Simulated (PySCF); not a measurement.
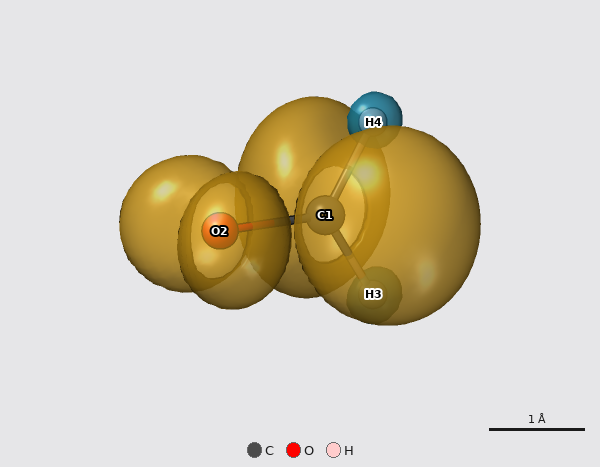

Figure. CH2O, charge −1, doublet, SMILES `[CH2][O-]`. Spin density ρα − ρβ at ±0.02 e/Å³ (yellow: excess α, teal: excess β).

Level of theory: B3LYP/def2-SVPD (PySCF), at a geometry from GFN2-xTB. The highest occupied Kohn–Sham orbital has positive energy, a self-interaction fault of such functionals for anions. No frequency check shows the geometry to be a minimum. The stability of the open-shell solution wasn't checked. GFN2-xTB doesn't know the spin state, so this open-shell geometry is rough.

Input

```python
import numpy as np
from pyscf import gto, scf, dft
from pyscf.scf import atom_ks, atom_hf
from scipy.linalg import block_diag

def solve(mol, dm0=None, hcore=None):
    mf = (dft.UKS if mol.spin else dft.RKS)(mol, xc='b3lyp')
    mf.grids.level = 3
    mf = mf.density_fit(auxbasis='def2-universal-jkfit')
    mf.conv_tol, mf.max_cycle = 1e-8, 80
    if hcore is not None:
        mf.get_hcore = lambda *args: hcore
    mf.kernel(dm0)
    if not mf.converged:
        mf = mf.newton().run(mf.mo_coeff, mf.mo_occ, max_cycle=30)
    assert mf.converged, 'SCF not converged'
    return mf

mol = gto.M(atom='''
C      0.58241     0.00000     0.00000
O     -0.73087     0.00000     0.00000
H      1.17625    -0.93303     0.00000
H      1.17625     0.93303     0.00000
''', basis='def2-svpd', charge=-1, spin=1, verbose=4)
mf = solve(mol)
mf.analyze()
# spherically averaged free atoms, for the promolecule
atm = atom_ks.get_atm_nrks(mol, xc='b3lyp')
pro = block_diag(*[(atm[a[0]][2] * atm[a[0]][3]) @ atm[a[0]][2].T for a in mol._atom])
np.savez('result.npz', e=mf.e_tot, c=mf.mo_coeff, occ=mf.mo_occ, eps=mf.mo_energy, pro=pro, dip=mf.dip_moment(verbose=0), s2=mf.spin_square()[0])
```

Command:

```sh
OMP_NUM_THREADS=1 python input.py
```

The run took 4.5 s on 1 thread of Arm Neoverse V2, with other jobs on the host, peak memory 0.23 GiB.

Partitions, critical points and surface values were worked out afterwards from this run's density.

Q: Where is the unpaired spin?

A: Hirshfeld spin populations: C1 +0.51, O2 +0.34 and H3 and H4 +0.07. ⟨S²⟩ = 0.76, as for a pure state.
